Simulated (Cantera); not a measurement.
Feed: 1 mol Si, 0.91 mol SF6, 2.4 mol NF3, at 10.0 Torr.

Method: chemical equilibrium by Gibbs-energy minimisation in Cantera with the NASA 1993 tables (ideal gas, pure condensed phases). Candidate condensed phases: S, Si, Si3N4; 29 gas species. The tables' values for SF5 are old estimates; treat these amounts as uncertain. Equilibrium is a limit: real reactors are often held back by kinetics, nucleation or transport.

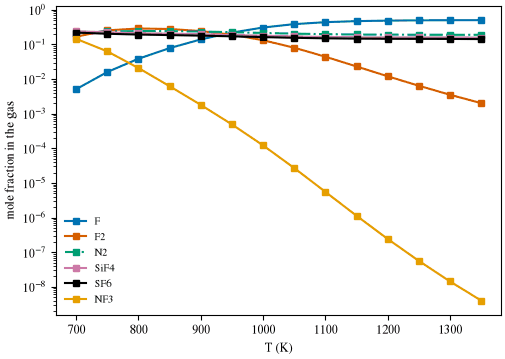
Fig. 1. Equilibrium gas composition (values under 1e-9 drawn at 1e-9)

Q: Read off the mole fractions at 950 K.

A: N2 about 0.23, F about 0.22, F2 about 0.19, SiF4 about 0.19, SF6 about 0.17, NF3 about 0.00049.
